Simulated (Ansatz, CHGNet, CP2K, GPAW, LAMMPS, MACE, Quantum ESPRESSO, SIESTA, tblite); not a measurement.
# GPAW on glassy 69SiO2-10CaO-10Na2O-10BaO (mol %) (81 atoms): settings against a plane-wave reference, part 2 of 2

Wanted: GPAW inputs and outputs for glassy 69SiO2-10CaO-10Na2O-10BaO (mol %) (81 atoms), checked against a plane-wave reference.

Program: GPAW 26.7.0; the method stands at each step. Banners, paths, timers and routine set-up lines are dropped from the logs unmarked, and long logs keep their key lines alone; longer cuts are marked.

So far. Step 3 (PBE, grid h 0.2 Å): Against the first run (29 %), the force difference from the reference is 13 %, at 1.4 times the CPU time (on 2 against 1 cores) (18 SCF steps against 10). Step 4 (PBE, LCAO sz(dzp), h 0.18 Å): Against the first run (29 %), the force difference from the reference is 107 %, at 0.34 times the CPU time, with 396 basis functions against 1173: the smaller basis costs accuracy.

## Step 5: LDA, LCAO dzp, h 0.18 Å

Method: Kohn-Sham DFT, LDA, PAW, atomic orbitals (dzp).

File run.py:

```python
import numpy as np
from ase.io import read
from gpaw import GPAW, FermiDirac

atoms = read("structure.xyz")
atoms.calc = GPAW(
    mode="lcao",
    basis="dzp",
    h=0.18,
    xc="LDA",
    kpts={"size": (1, 1, 1), "gamma": True},
    occupations=FermiDirac(0.05),
    maxiter=200,
    symmetry={"point_group": False},
    txt="gpaw.txt",
)
energy = atoms.get_potential_energy(force_consistent=True)
forces = atoms.get_forces()
print(f"energy {energy:.6f} eV")
print("forces (eV/A)")
for i, (a, f) in enumerate(zip(atoms, forces)):
    print(f"{i:4d} {a.symbol:2s} {f[0]:10.5f} {f[1]:10.5f} {f[2]:10.5f}")
print(f"Fermi level {atoms.calc.get_fermi_level():.4f} eV")
for k in range(len(atoms.calc.get_ibz_k_points())):
    for s in range(atoms.calc.get_number_of_spins()):
        e = atoms.calc.get_eigenvalues(kpt=k, spin=s)
        n = np.searchsorted(e, atoms.calc.get_fermi_level())
        print(f"k {k} spin {s} levels about the Fermi level:", np.round(e[max(n - 6, 0):n], 4).tolist(), "|", np.round(e[n:n + 6], 4).tolist())
```

File structure.xyz:

```xyz
81
Lattice="10.45342 0.00000 0.00000 0.00000 10.45342 0.00000 0.00000 0.00000 10.45342" Properties=species:S:1:pos:R:3 pbc="T T T"
[... 81 atom lines left out: the same atoms as in the first run ...]
```

The run is started by

```console
> OMP_NUM_THREADS=1 python run.py > output.txt
```

The program printed:

```text
energy -602.689018 eV
forces (eV/A)
   0 Si    1.34412    0.05474    1.96485
   1 Si    1.98401    1.85951   -0.59258
   2 Si   -1.39819    1.29899    2.03648
   3 Si   -0.09575    0.87932   -0.18296
   4 Si   -1.42478   -0.63844    1.08738
   5 Si   -1.75334    0.82201   -3.08744
[...]
78 O    -0.35515    0.38495   -0.13681
  79 O     0.43587   -1.00902   -0.21208
  80 O     0.09710    0.05520    1.76803
Fermi level 4.3258 eV
k 0 spin 0 levels about the Fermi level: [2.4749, 2.5632, 2.6645, 2.7329, 2.9634, 2.9999] | [5.6771, 6.5566, 7.0479, 7.2073, 7.2867, 7.515]
```

gpaw.txt:

```text
Input parameters:
  mode=LCAO(),
  basis={'default': 'dzp'},
  h=0.18,
  kpts=MonkhorstPack(size=(1, 1, 1), gamma=True),
  maxiter=200,
  occupations=Occupations(name='fermi-dirac', width=0.05, fixmagmom=False),
[... lines left out ...]
  Fermi-Dirac:
[... lines left out ...]
convergence criteria:
- Maximum [total energy] change in last 3 cyles: 0.0005 eV / valence electron
[... lines left out ...]
Converged in 10 steps
[... lines left out ...]
  Free energy:    -602.689018
[... lines left out ...]
Fermi level: 4.326
[... lines left out ...]
|        ... |               |           |
|        289 |        10.580 |     0.000 |
Gap: 2.677 eV
Transition (v -> c):
  (s=0, k=0, n=237, [0.00, 0.00, 0.00]) -> (s=0, k=0, n=238, [0.00, 0.00, 0.00])
No difference between direct/indirect transitions
Force computation time: 59.416  # s
timing:  # [seconds]
  Total:  289.464  # ━━━━━━━━━━━━━━━━━━━━━━━━━━━━━━━━━━━━━━━━━━━━━━━━━━━━━━━━
  Init:    10.579  # ━━
  SCF:    219.436  # ━━━━━━━━━━━━━━━━━━━━━━━━━━━━━━━━━━━━━━━━━━╸
  Forces:  59.416  # ━━━━━━━━━━━╸
```

It took 4.8 min on 1 thread of Arm Neoverse V2, shared host; peak memory 2.1 GiB.

Against the reference:

```
r.m.s. force component                           : 1.471 eV/Å
r.m.s. difference of force components            : 235.2 meV/Å
longest difference of force vectors              : 901.1 meV/Å
force difference over r.m.s. force               : 18.19 %
slope of forces against the reference's          : 1.13
correlation of force components                  : 0.9937
gap (highest filled to lowest empty level) : 2.677 eV
gap difference                                   : -0.2672 eV
```

Against the first run (29 %), the force difference from the reference is 18 %, at 0.97 times the CPU time; another functional landing nearer a PBE reference means that errors partly cancel.

## Step 6: Side by side

Differences are against the plane-wave reference, forces as r.m.s. over components; share is that over the reference's r.m.s. force, slope the least-squares factor from reference forces to these. Total energies of different programs have different zeros and aren't compared.

| run | Δ force, r.m.s. (meV/Å) | share (%) | slope | Δ gap (eV) | cores | CPU time | memory (GiB) |
| --- | --- | --- | --- | --- | --- | --- | --- |
| reference | - | - | - | - | 8 | 49 s | 1.5 |
| GPAW PBE, LCAO dzp, h 0.18 Å | 376 | 29.0 | 1.210 | -0.117 | 1 | 5 min | 2.1 |
| GPAW PBE, grid h 0.2 Å | 169 | 13.0 | 1.101 | 0.0194 | 2 | 6.9 min | 2.1 |
| GPAW PBE, LCAO sz(dzp), h 0.18 Å (coarse) | 1387 | 107 | 1.718 | -0.394 | 1 | 1.7 min | 1.6 |
| GPAW LDA, LCAO dzp, h 0.18 Å | 235 | 18.2 | 1.130 | -0.267 | 1 | 4.8 min | 2.1 |

Rows marked coarse were listed beforehand as settings not expected to be converged; some can still land near the reference.

CPU time is summed over cores on a shared host, where runs went side by side, so it is rough. Symmetry, cutoffs, thresholds, outputs and thread counts weren't matched or tuned between programs; memory under MPI is the largest rank's times the ranks.

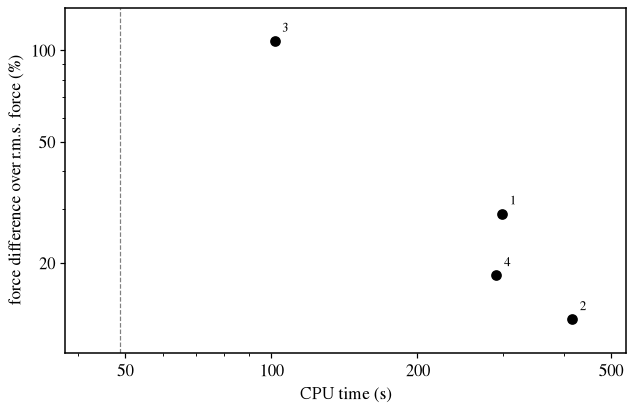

Force difference against CPU time; the dashed line marks the reference's time. Points: 1 GPAW PBE, LCAO dzp, h 0.18 Å; 2 GPAW PBE, grid h 0.2 Å; 3 GPAW PBE, LCAO sz(dzp), h 0.18 Å; 4 GPAW LDA, LCAO dzp, h 0.18 Å.

## Step 7: What came out

| Property | Result |
| --- | --- |
| nearest in forces | GPAW PBE, grid h 0.2 Å, 13 % |
| its CPU time | 6.9 min |

In words: PBE on plane waves or a grid with other potentials, cutoffs or grids, coarse settings apart, differs from the reference by 13 % (GPAW PBE, grid h 0.2 Å) of the r.m.s. force; potentials, valence shells or grid differ, and the table alone doesn't part them. The PBE run in local orbitals, coarse settings apart, differs by 29 % (GPAW PBE, LCAO dzp, h 0.18 Å); basis, grid and potentials can all enter. Rows with another functional or a dispersion term differ by 18 % (GPAW LDA, LCAO dzp, h 0.18 Å), which mixes the change of model with differences of basis and potentials. Runs with settings chosen to be coarse differ by 107 % (GPAW PBE, LCAO sz(dzp), h 0.18 Å), their programs' other errors included. None of the electronic-structure runs in the table takes under half the reference's CPU time of 49 s; they take 2.1 to 8.5 times as much. GPAW PBE, LCAO dzp, h 0.18 Å stiffens the forces by a factor of 1.21 while following their directions (correlation 0.987); the slopes of the 4 GPAW runs lie between 1.10 and 1.72. At the same functional, gaps differ from the reference's 2.94 eV by between -0.39 and +0.02 eV. The potentials hold different valence shells: 488 electrons in the reference, 476 in GPAW; this bears on time and differences. The quench rate of 8 K/ps is many orders above laboratory rates, so the cell is likely richer in defects and strain than a real sample. The network of bonds at the start is that of the classical potential that made the cell, and needn't be the one that DFT or experiment would give. The electronic-structure runs sample only Γ, in a cell whose shortest periodic width is 10 Å. Spin–orbit coupling is left out, which matters for the levels of the heavy elements.

[Also dropped from logs without a mark: logging warnings of Python, and SIESTA's first energy breakdown and zero terms.]

[Logs are printed without paths, hosts, clocks, repeated set-up lines and the standing remarks that a program may print on its own settings, such as how far it seeks lower states.]

[Hosts, paths, dates, database ids (printed as entryN), source tags and the programs' standing remarks are cut or masked in the printed files.]
